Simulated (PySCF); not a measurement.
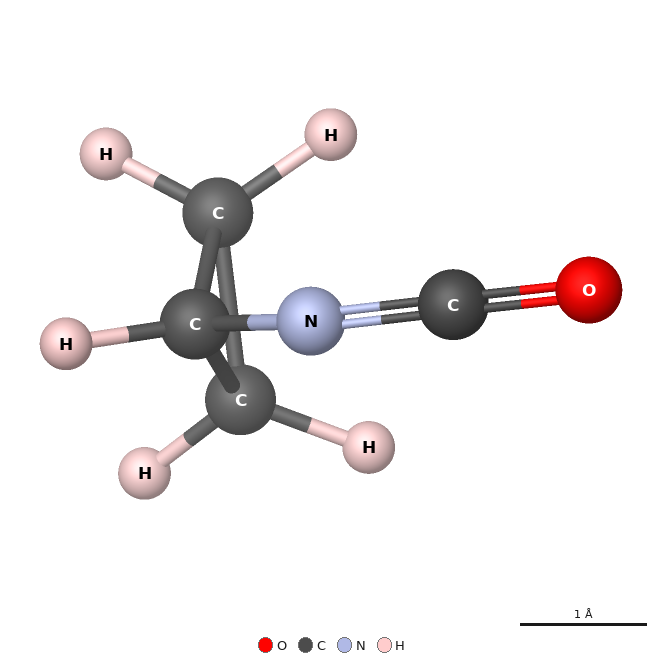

Rendered structure (ball-and-stick style). Double and triple bonds are drawn as two and three sticks.

Computed geometry: PBE0-D3(BJ)/def2-SVP optimisation. No frequency run is at hand to confirm it as a minimum.

**Which formula does it have?**

C₄H₅NO, 11 atoms: 4 carbon, 5 hydrogen, 1 nitrogen and 1 oxygen.

**Write the SMILES.**

O=C=NC1CC1

**How many bonds of each kind are drawn?**

5 C–H, 3 C–C, 2 C–N, 1 C–O.

**Describe its rings.**

Independent rings (smallest set): 1 of 3 members.

More results for the same structure follow; atom numbers are the same in all pictures, views and colours differ.

**Shape**

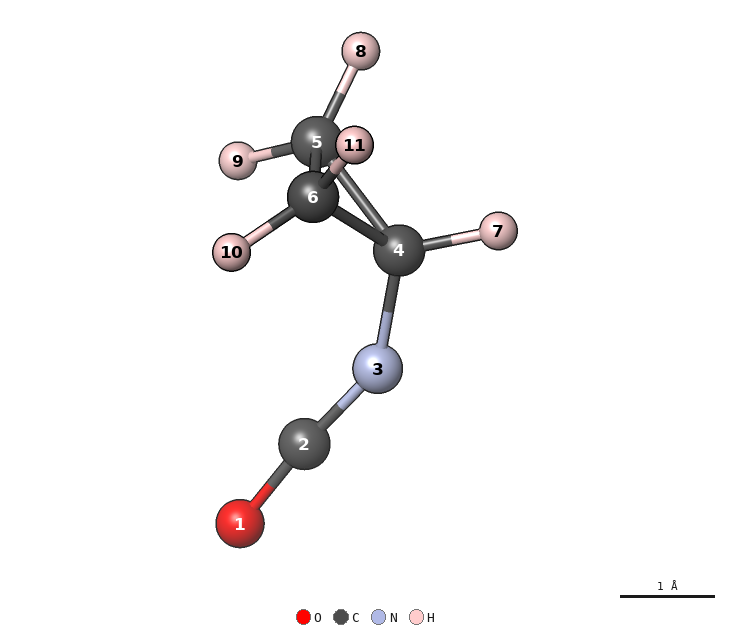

The atoms are numbered. No frequency run is at hand to confirm it as a minimum.

Give the bond lengths.

| bond | length (Å) | order |
| --- | --- | --- |
| O1–C2 | 1.173 | double |
| C2–N3 | 1.196 | double |
| N3–C4 | 1.402 | single |
| C4–C5 | 1.502 | single |
| C4–C6 | 1.502 | single |
| C4–H7 | 1.093 | single |
| C5–C6 | 1.502 | single |
| C5–H8 | 1.093 | single |
| C5–H9 | 1.093 | single |
| C6–H10 | 1.093 | single |
| C6–H11 | 1.093 | single |

**Spin–spin coupling**

No frequency run is at hand to confirm it as a minimum. Properties computed with PBE0/pcJ-1 indirect spin-spin coupling, non-relativistic, gas phase (PySCF 2.14.0). Isotopes: 13C, 1H, 15N, 17O.

Give the spin–spin coupling constants of these pairs, with the number of bonds between them: C2/N3, N3/C4, O1/N3, N3/H7, N3/C5, N3/C6, N3/H10, N3/H9, N3/H11, N3/H8.

```json
{"pair": "C2, N3", "bonds apart": "1", "J (Hz)": "−65.0"}
{"pair": "N3, C4", "bonds apart": "1", "J (Hz)": "−21.6"}
{"pair": "O1, N3", "bonds apart": "2", "J (Hz)": "4.2"}
{"pair": "N3, H7", "bonds apart": "2", "J (Hz)": "−6.4"}
{"pair": "N3, C5", "bonds apart": "2", "J (Hz)": "1.8"}
{"pair": "N3, C6", "bonds apart": "2", "J (Hz)": "1.7"}
{"pair": "N3, H10", "bonds apart": "3", "J (Hz)": "−3.3"}
{"pair": "N3, H9", "bonds apart": "3", "J (Hz)": "−3.3"}
{"pair": "N3, H11", "bonds apart": "3", "J (Hz)": "−1.7"}
{"pair": "N3, H8", "bonds apart": "3", "J (Hz)": "−1.6"}
```

**Dipole moment**

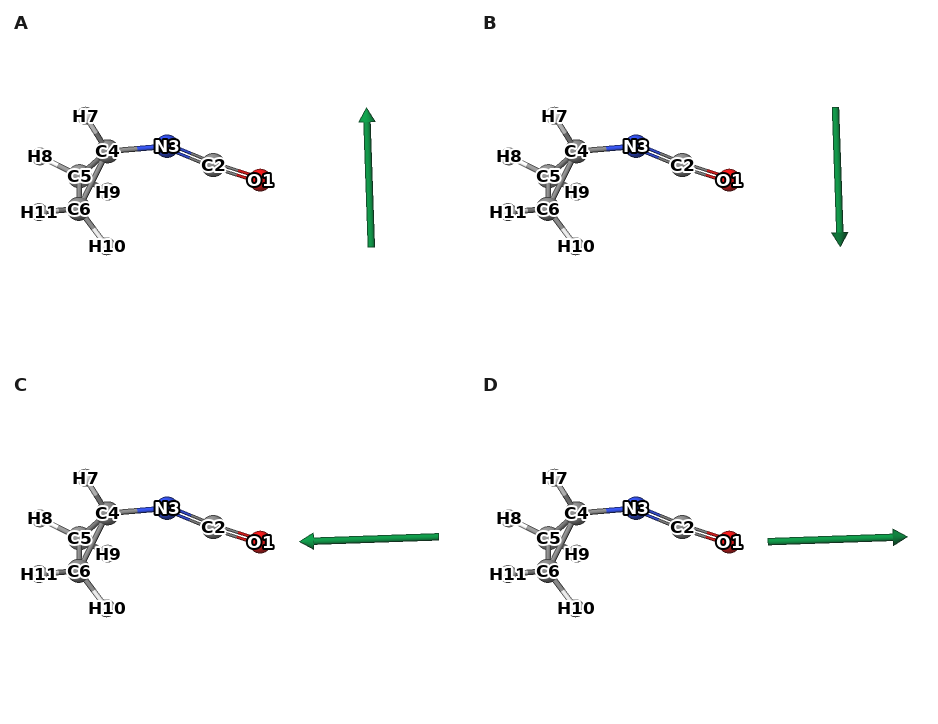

The same molecule four times, each with an arrow. No frequency run is at hand to confirm it as a minimum. Method: PBE0/pcJ-1, gas phase (PySCF 2.14.0).

**Which arrow points along the dipole moment, from the negative to the positive end?**

C. The dipole moment is 3.21 D; it points from the side of O1 to the side of H8, H11 (the outermost atoms at the two ends).

**Quadrupole coupling**

No frequency run is at hand to confirm it as a minimum. Electric field gradients from the ground-state density, HF/pcJ-1 (PySCF 2.14.0), non-relativistic apart from any core potentials.

Give the largest field-gradient component, the quadrupole coupling constant and the asymmetry for 17O at O1 (Q = −25.6 mb), 14N at N3 (Q = 20.44 mb), 2H at H7 (Q = 2.86 mb), 2H at H8 (Q = 2.86 mb).

| atom | V_zz (a.u.) | e²qQ/h (MHz) | η |
| --- | --- | --- | --- |
| O1 | 0.853 | −5.13 | 0.47 |
| N3 | 0.672 | 3.23 | 0.13 |
| H7 | 0.290 | 0.195 | 0.15 |
| H8 | 0.300 | 0.201 | 0.08 |
